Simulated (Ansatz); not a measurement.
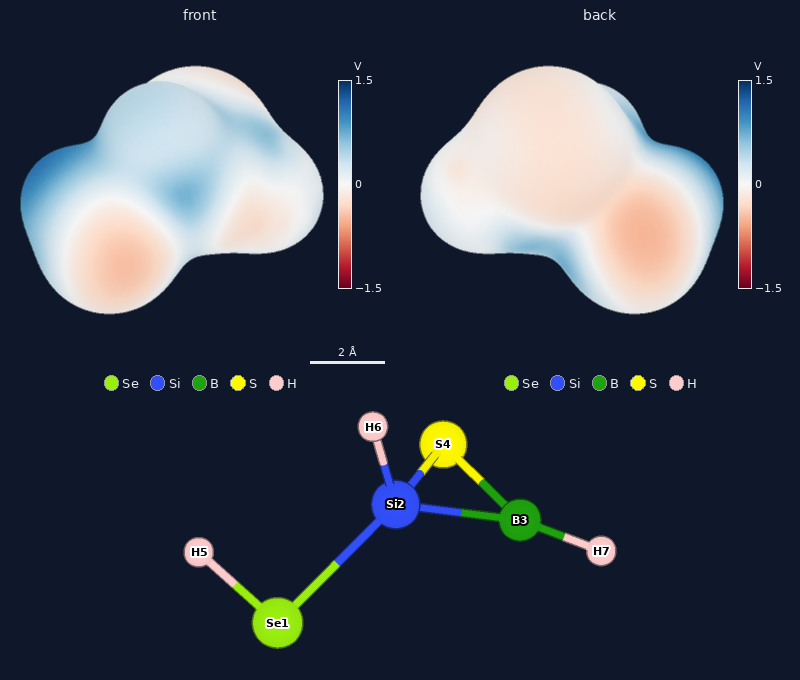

Figure. BH$_{3}$SSeSi. The molecular electrostatic potential painted on the density surface at 0.001 e/bohr³, seen from the front and from behind; the colour scale runs from red (negative) to blue (positive). The bare structure is drawn below in the same view.

Geometry: PBE0-D4/def2-TZVP.

Level of theory: Ansatz, RKS PBE0-D4/def2-TZVPP.

```
atom    x (Å)    y (Å)    z (Å)
  Se  -1.4187   1.3266  -1.0830
  Si   0.3080   0.2555  -0.0881
   B   0.0839  -0.8891   1.4448
   S   0.2656  -1.9138   0.0172
   H  -0.6878   1.5006  -2.3461
   H   1.6014   0.7754  -0.5830
   H  -0.0911  -1.1233   2.5925
```

Describe the electrostatic potential map.

Answer. The most negative region (about −0.5 V) lies over Se1, the most positive (about +1.1 V) over H5.
